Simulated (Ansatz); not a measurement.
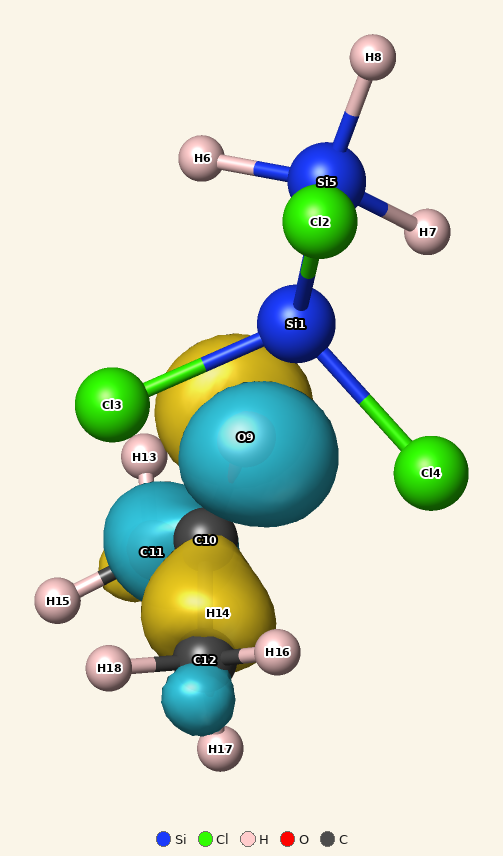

C₃H₉Cl₃OSi₂. One frontier orbital at ±0.15 Å⁻³ᐟ² (yellow and cyan are the two phases), seen at an oblique angle.

At this geometry the atoms fall into two loosely joined parts.

Method: Ansatz, DFT B3LYP, Gaussian basis def2-SVP.

```xyz
18

Si   -0.8697   -0.1400   -1.9418
Cl    1.0069    0.3756   -1.1986
Cl   -1.4828   -1.7923   -0.8348
Cl   -0.5629   -0.7507   -3.9090
Si   -2.2984    1.7271   -1.7626
H    -3.3290    1.4769   -0.7207
H    -2.8993    2.0550   -3.0807
H    -1.4310    2.8618   -1.3260
O    -3.9357   -0.5704   -2.7553
C    -4.5901   -1.5393   -3.0863
C    -6.1018   -1.5351   -2.9958
C    -3.9345   -2.8095   -3.5852
H    -6.4495   -0.6297   -2.4817
H    -6.5311   -1.5668   -4.0120
H    -6.4636   -2.4345   -2.4706
H    -2.9368   -2.5896   -3.9862
H    -4.5521   -3.3265   -4.3353
H    -3.8127   -3.4936   -2.7271
```

> Which orbital is it: HOMO or LUMO?

The HOMO, at −7.30 eV. By Hirshfeld shares it lies mainly on O9 (about 60 %), C10 (about 10 %), C11 (about 10 %) and C12 (about 10 %).
